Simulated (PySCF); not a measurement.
# The bond of Cl2+, level by level

Aim: find the lowest electronic state of Cl2+, scan its bond at several levels of theory, and get bond length, wavenumber and dissociation energy from each curve.

Program: PySCF 2.14.0. Level of theory: Cl 6-31G(d,p), no relativity. These are calculated values, not measurements.

## (1) Set-up

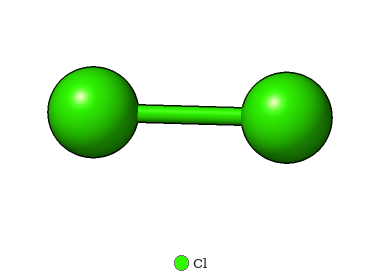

The two atoms at the starting distance (chlorine green).

Settings of the job:

```json
{
 "atoms": "Cl, Cl",
 "charge": "1",
 "basis": "Cl 6-31G(d,p)",
 "Hamiltonian": "no relativity",
 "basis functions": "36",
 "electrons treated": "33",
 "masses in u": "34.9689, 34.9689",
 "levels": "PBE0, PBE, r²SCAN, B3LYP, PW91, revPBE, LC-ωPBE, HF, MP2, SCS-MP2, CCSD, CCSD(T)",
 "grid": "80 radial by 434 angular points",
 "occupations": "held fixed by the projection of orbital angular momentum",
 "dissociation limit": "Cl+ + Cl, each in its ground configuration",
 "starting distance in angstrom": "2.040",
 "values of 2S to try": "1, 3"
}
```

The runs that follow: First curve: PBE0; Excited determinants; PBE; r²SCAN (meta-GGA); B3LYP (global hybrid GGA); PW91 (GGA); revPBE (GGA); LC-ωPBE (range-separated hybrid); UHF (mean field); MP2 and coupled cluster.

Q: Predict the outcome of this session. Wanted: for each run, Re; ωe; De.

As calculated:

Lowest PBE0 solution found, without spin–orbit coupling: ²Πg (doublet), unpaired electrons π ↑. State 2 has its PBE0 minimum 1.89 eV higher. The other levels ran on the lowest alone.

| level | Re (Å) | ωe (cm⁻¹) | De (eV) |
| --- | --- | --- | --- |
| UHF | 1.874 | 736 | 1.04 |
| UHF-MP2 | 1.930 | 600 | 2.88 |
| UHF-SCS-MP2 | 1.931 | 602 | 2.73 |
| UHF-CCSD | 1.926 | 621 | 2.62 |
| UHF-CCSD(T) | 1.940 | 590 | 2.81 |
| PBE | 1.947 | 591 | 4.18 |
| revPBE | 1.953 | 583 | 3.93 |
| PW91 | 1.948 | 590 | 4.20 |
| r²SCAN | 1.929 | 614 | 3.78 |
| B3LYP | 1.940 | 610 | 3.62 |
| PBE0 | 1.910 | 651 | 3.63 |
| LC-ωPBE | 1.880 | 716 | 3.26 |

De is counted to Cl+ + Cl in their ground configurations.

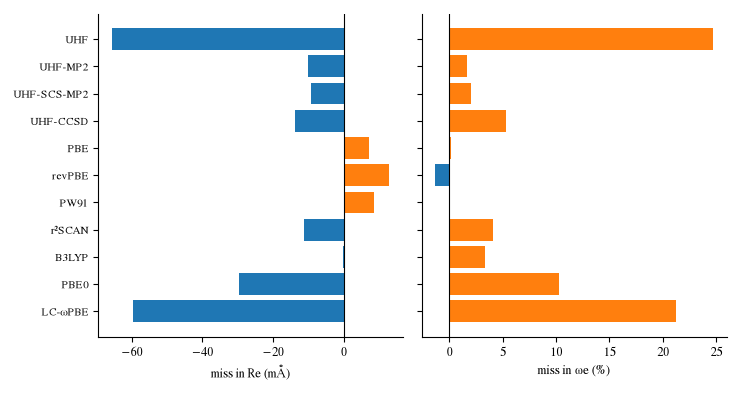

Differences in bond length and wavenumber from CCSD(T) in the same basis.

Judged by CCSD(T) in the same basis: best bond length B3LYP (0 mÅ), worst UHF (-66 mÅ); best wavenumber PBE and PW91 (0.1 % off), worst UHF (+24.7 %). Hartree–Fock falls on the short and stiff side, its usual fault. CCSD(T) in a basis this small is itself some way from its limit, more so than the functionals. Among the levels with a De in the table, it runs from 1.04 eV (UHF) to 4.20 eV (PW91).

Correlated steps freeze 10 core orbitals. At UHF the stretched side of the curve climbs above De, by a hump or because the determinant held fixed goes to a higher limit.
